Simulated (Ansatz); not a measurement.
BN (wurtzite)

Space group P6₃mc (No. 186); a = 2.555 Å, b = 2.555 Å, c = 4.225 Å, α = 90.00°, β = 90.00°, γ = 120.00°

| atom | site | symmetry | x | y | z |
|---|---|---|---|---|---|
| B | 2b | 3m. | 0.3333 | 0.6667 | 0.4999 |
| N | 2b | 3m. | 0.3333 | 0.6667 | 0.1253 |

The volume is varied about the relaxed value V₀ at fixed cell shape. The atoms relax within the cell's symmetry.

Calculation: PBE (plane waves to 420 eV, PAW, scalar-relativistic; Ansatz, an electronic-structure program). k mesh 15×15×8 (Γ-centred), Fermi-Dirac smearing 0.05 eV. E stands for the smeared free energy. With the shape held, the modulus is that of even scaling; a crystal free to change shape is softer. BN was relaxed with its symmetry unable to fall. ΔE is measured from the relaxed starting cell.

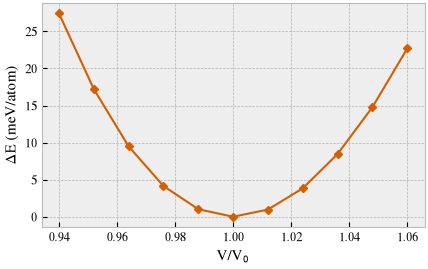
Figure. ΔE (meV/atom) against V/V₀; markers are the computed points, lines only join them.

**Question.** What is ΔE at V/V₀ = 1.060?

**Answer.** About 23 meV/atom.

**Question.** What is ΔE at V/V₀ = 0.940?

**Answer.** About 27 meV/atom.

**Question.** What bulk modulus at fixed cell shape B₀ follows from a third-order Birch-Murnaghan fit?

**Answer.** About 370 GPa.

(A scan under strain: stresses follow from slopes of the energy per volume, elastic moduli from its curvatures.)
